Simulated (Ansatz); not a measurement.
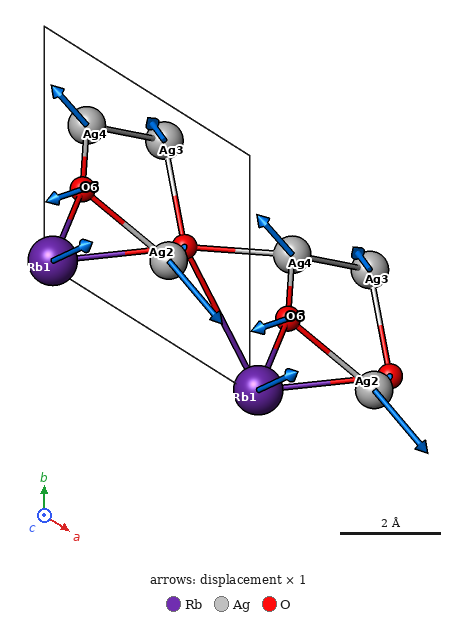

This is a relaxation of solid RbAg3O2 (built on the PrCu3Pd2-44 type type). The starting structure is drawn; blue arrows show the displacements (the part carried along by the change of the cell is left out), at their true length.

A ball-and-stick model of the cell of the calculation, repeated 2 × 1 × 1 with one cell outlined, seen along the c axis.

Case: shaken.

Computed with DFT, PBEsol, plane waves, PAW in Ansatz 0.2.0. (plane-wave cutoff 420 eV; k-point mesh 4 × 4 × 4; occupations fermi dirac; smearing width 0.05 eV; no spin polarisation; cell and atoms relaxed; force threshold 0.01 eV/Å; at most 120 steps)

### Atoms of which element are displaced furthest, and by how much?

Silver: up to 1.72 Å, against 1.25 Å for rubidium.

### What happened in the run?

The atom that moves furthest relative to the cell is an Ag atom (1.72 Å along [2 −1 1]). By element the largest moves are Ag 1.72 Å, Rb 1.25 Å, O 1.21 Å. Cell: a 5.074 → 7.578 Å (+49.4 %), b 5.143 → 6.757 Å (+31.4 %), c 5.103 → 4.765 Å (−6.6 %), α 111.9° → 99.8°, β 105.1° → 105.6°, γ 112.3° → 141.7°. Volume +11.2 %. Among the contacts that change: Ag–O 2.307 → 5.637 Å, O–Rb 5.967 → 3.010 Å, O–Rb 5.620 → 3.010 Å, Ag–Rb 3.575 → 5.904 Å. New bonds form, among them: Ag–O (2.81 → 2.05 Å), O–Rb (3.91 → 3.01 Å), O–Rb (5.62 → 3.01 Å), O–Rb (5.97 → 3.01 Å). Bonds break, among them: Ag–O (2.30 → 3.91 Å), Ag–O (2.31 → 5.64 Å), O–Rb (3.13 → 4.97 Å), O–Rb (3.39 → 5.45 Å). Bond angles that change, for instance: O–Rb–O 80.2° → 180.0°, Rb–O–Ag 169.4° → 84.6°, Rb–O–Ag 85.4° → 151.4°. The space group (tolerance 0.01 Å) goes from P1 (No. 1) to C2/m (No. 12). After 50 accepted moves (61 points after the start) the energy has fallen by 375 meV per atom. The largest force component goes from 0.86 to 0.0015 eV/Å. Pressure: 0.77 GPa at the start and 0.01 GPa at the end. The line search rejected the trial steps at points 10, 16, 19, 32, 35, 43 of the run. The SCF was repeated 5 times at an unchanged geometry on a basis and grid sized afresh for the cell, which shifted the energy by 31.0 meV per atom at most.
